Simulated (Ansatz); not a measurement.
FGeH3N (SMILES [NH2][GeH][F]) (doublet)

Input file:

```
crystal:
  periodic: [false, false, false]
  atoms:
    - { symbol: "N", position_ang: [-0.8263, -0.0159, -0.6384] }
    - { symbol: Ge, position_ang: [0.1678, -0.308, 0.8553] }
    - { symbol: F, position_ang: [1.0714, -1.7704, 0.593] }
    - { symbol: H, position_ang: [-1.2925, 0.945, -0.4827] }
    - { symbol: H, position_ang: [-0.2133, 0.1832, -1.4616] }
    - { symbol: H, position_ang: [1.135, 0.9022, 1.0881] }
magnetization:
  spin_polarized: true
  initial_magnetization: 1
basis:
  gaussian: { orbitals: def2-SVP }
hamiltonian:
  xc: r2scan
relax:
  f_tol: 0.015
  max_steps: 40
output:
  orbitals: {}
```

Command:

```sh
ansatz run input.yaml --threads 2 --pin off --max-ram 3072MiB --backend cpu --events-out ev --progress --plain --runs-dir out
```

The fields are those of the run's last geometry, not of the input's.

Method: UKS r2SCAN/def2-SVP (Ansatz).

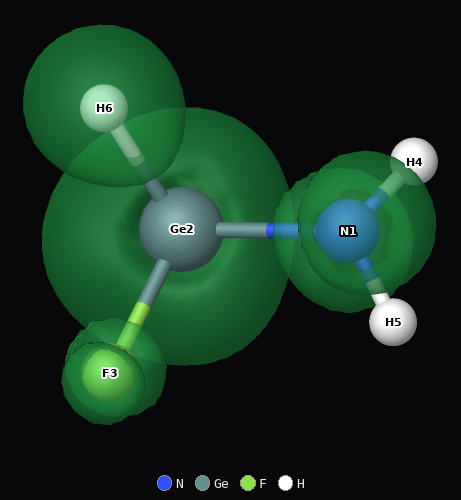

Figure 1. Isosurfaces of the spin density at +0.02 (green) and −0.02 e/Å³ (red), seen across its widest extent.

### Where is the unpaired spin?

The unpaired spin (1 electron) lies mostly on Ge2 (about 0.6), N1 (about 0.2) and H6 (about 0.1), in electrons by Hirshfeld's partition.

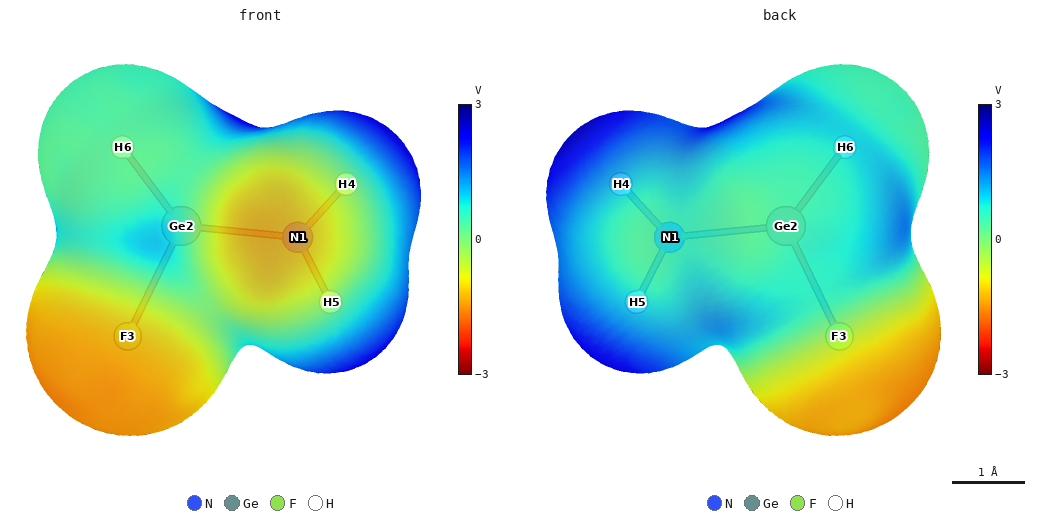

Figure 2. The electrostatic potential painted on the density surface at 0.004 e/bohr³, seen from the front and from behind; red is negative and blue positive.

### Where is the surface potential most negative and most positive?

The most negative region (about −1.6 V, or −37 kcal/mol for a unit charge) lies over F3, the most positive (about +2.5 V, or +58 kcal/mol for a unit charge) over H4.

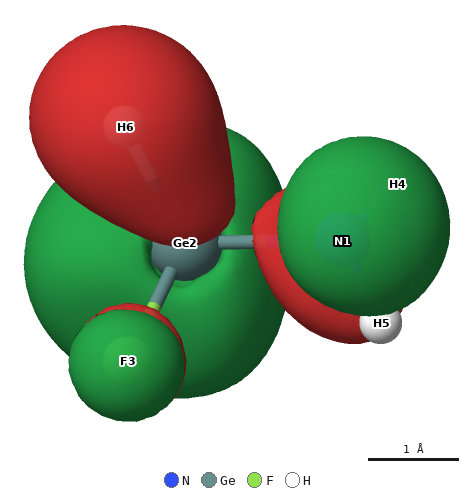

Figure 3. The HOMO (α) at ±0.08 Å⁻³ᐟ² (green and red are the two phases), seen at a tilt.

### What is the character of this orbital?

It lies mainly on Ge2 (about 55 %), N1 (about 25 %), H6 (about 10 %) and F3 (about 10 %). Its energy is −5.17 eV.

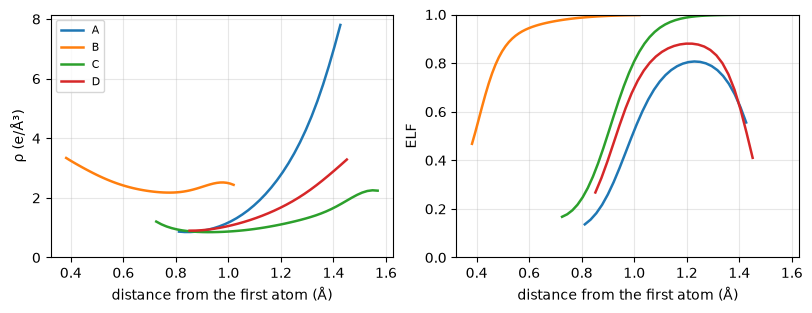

Figure 4. Electron density and ELF along straight lines between neighbouring atoms. The curves leave out the atomic cores.

### Which curve belongs to which contact (Ge–F, Ge–H, Ge–N and N–H)? The first atom named is at distance zero.

Curve A: Ge–F (1.76 Å): the density is about 0.87 e/Å³ at the midpoint; the ELF peaks at about 0.80 in the valence shell of F, 0.5 Å from its nucleus, and is about 0.20 at the midpoint. Curve B: N–H (1.02 Å): ρ is about 2.7 e/Å³ halfway; the ELF climbs to about 1 towards the hydrogen, as it does in any bond to H (an ordinary covalent bond to hydrogen). Curve C: Ge–H (1.57 Å): ρ is about 0.99 e/Å³ halfway; the ELF climbs to about 1 towards the hydrogen. Curve D: Ge–N (1.84 Å): ρ is about 0.93 e/Å³ halfway; the ELF peaks at about 0.90 in the valence shell of N, 0.6 Å from its nucleus, and is about 0.45 at the midpoint.
